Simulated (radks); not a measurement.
# Rb: atomic calculation

System: atomic rubidium (Rb) in the configuration [Kr] 5s1. The nucleus has an rms radius of 3.4217 fm.
Method: Dirac Kohn-Sham, relativistic LDA (MacDonald-Vosko exchange, VWN5 correlation), spin-unpolarised, spherical densities, finite nucleus (the in-house radial solver radks).

Summary:

- outcome: converged
- total energy: −2974.7562 hartree
- kinetic energy: 3052.2760 hartree
- electron–nucleus energy: −7183.5952 hartree
- Hartree energy: 1250.5350 hartree
- exchange–correlation energy: −93.971908 hartree
- radius at density 0.001 e/bohr³: 4.55 bohr
- SCF iterations: 14
- hardware: 1 CPU thread, shared host

Notes:

The nucleus was changed on purpose (rms radius × 0.814), so it needn't be that of the element.

The input:
```
Z 37
configuration [Kr] 5s1 4d0 5p0
relativity Dirac
functional lda_x_rel,vwn5
spin unpolarised
j_filling average
nucleus finite rms 3.4217 fm
c 137.035999084
```

Energies in input and log are in hartree, lengths in bohr (the nuclear radius in fm).

The program's output:
```
1s1/2   1   2.0000        -549.40157854
2s1/2   1   2.0000         -73.46489258
2p1/2   1   2.0000         -66.75132370
2p3/2   1   4.0000         -64.53447686
3s1/2   1   2.0000         -10.88270647
3p1/2   1   2.0000          -8.46394435
3p3/2   1   4.0000          -8.12992484
3d3/2   1   4.0000          -3.86429847
3d5/2   1   6.0000          -3.80735745
4s1/2   1   2.0000          -1.17231331
4p1/2   1   2.0000          -0.61150906
4p3/2   1   4.0000          -0.57865000
5s1/2   1   1.0000          -0.08670159
4d3/2   1   0.0000          -0.00118085
4d5/2   1   0.0000          -0.00098430
5p1/2   1   0.0000          -0.02972141
5p3/2   1   0.0000          -0.02847185
Etot -2974.756155749011
Ekin 3052.2759696175995
Encl -7183.595217078413
Eh 1250.5349999716861
Exc -93.9719082598846
err 4.23865829753498e-09
it 14
```

Orbitals:

```
orbital  occupation  energy (eV)  ⟨r⟩ (bohr)  outer maximum (bohr)
     1s           2     −14950.0     0.04043                0.0264
     2s           2      −1999.1      0.1781                 0.150
  2p1/2           2      −1816.4      0.1525                 0.117
  2p3/2           4      −1756.1      0.1566                 0.121
     3s           2     −296.134      0.5122                 0.452
  3p1/2           2     −230.316      0.5128                 0.441
  3p3/2           4     −221.227      0.5233                 0.450
  3d3/2           4     −105.153      0.5236                 0.391
  3d5/2           6     −103.603      0.5274                 0.393
     4s           2      −31.900       1.455                  1.26
  4p1/2           2      −16.640       1.702                  1.40
  4p3/2           4      −15.746       1.742                  1.43
     5s           1       −2.359       5.124                  4.24
  5p1/2           0       −0.809       7.287                  6.04
  5p3/2           0       −0.775       7.416                  6.15
  4d3/2           0       −0.032       8.818                  6.35
  4d5/2           0       −0.027       8.967                  6.42
```

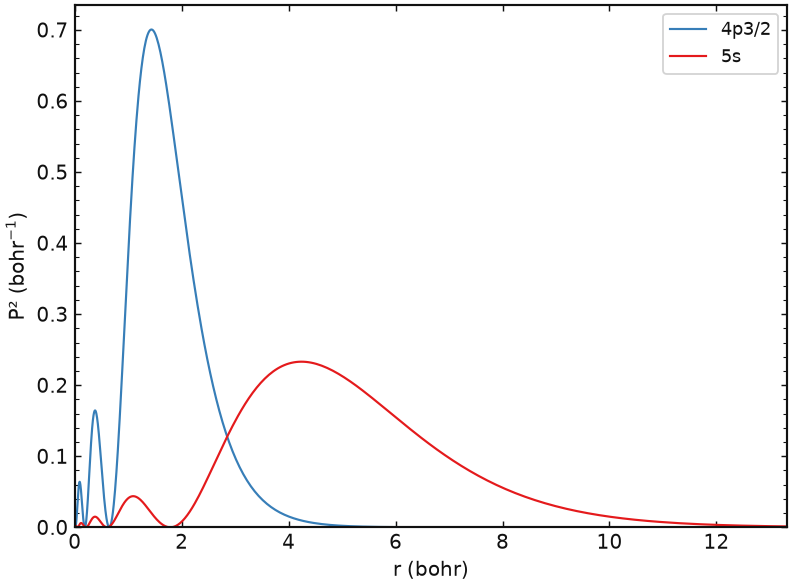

The radial probability densities P² (large components) of 5s and 4p3/2. 4p3/2: outer maximum at 1.43 bohr, ⟨r⟩ = 1.74 bohr, 2 nodes, eigenvalue −15.7 eV; 5s: outer maximum at 4.24 bohr, ⟨r⟩ = 5.12 bohr, 4 nodes, eigenvalue −2.36 eV. The innermost lobes are too small to be seen at this scale.

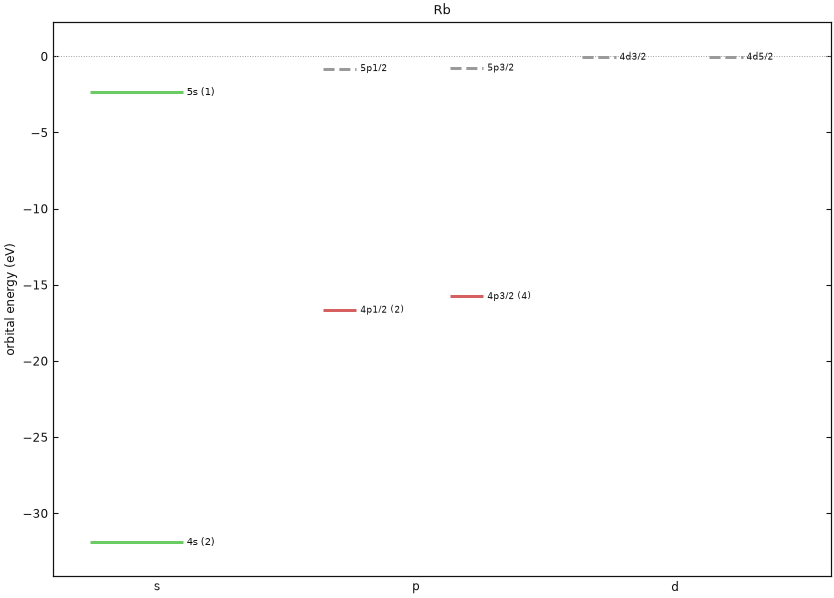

The outer levels are drawn by angular momentum (occupations in brackets, the lower j at the left of each column, empty levels dashed). The highest occupied level is 5s at −2.36 eV. From the top down the occupied levels run 5s (−2.36 eV), 4p3/2 (−15.7 eV), 4p1/2 (−16.6 eV), 4s (−31.9 eV). The lowest empty level drawn is 5p1/2 at −0.809 eV. Spin-orbit splittings: 4d 0.00535 eV, 5p 0.0340 eV, 4p 0.894 eV.
